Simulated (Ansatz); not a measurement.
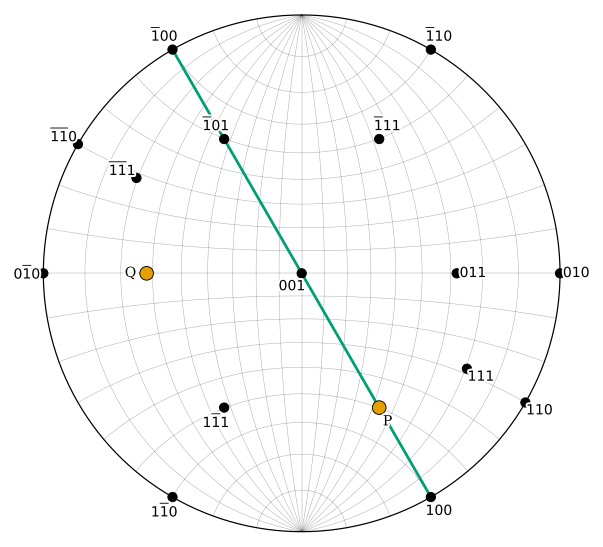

For CdS, the input geometry of an electronic-structure calculation (not necessarily at equilibrium): stereographic projection of plane normals (upper hemisphere) centred on (0 0 1). Symmetry computed with spglib at a tolerance of 0.002 Å; standard conventional cell.

a = 4.165 Å, b = 4.165 Å, c = 6.766 Å, α = 90.00°, β = 90.00°, γ = 120.00°.

> Index the poles marked P, Q.

P is (1 0 1), in four indices (1 0 −1 1), 61.9° from the centre; Q is (0 −1 1), in four indices (0 −1 1 1), 61.9° from the centre.

> Which zone does the coloured great circle trace?

The zone [0 1 0]: its poles satisfy k = 0.

> What is the angle between the normals of (−1 1 1) and (0 0 1), and what are their d_hkl = 1/|g|?

61.9°; d = 3.183 Å and 6.766 Å.
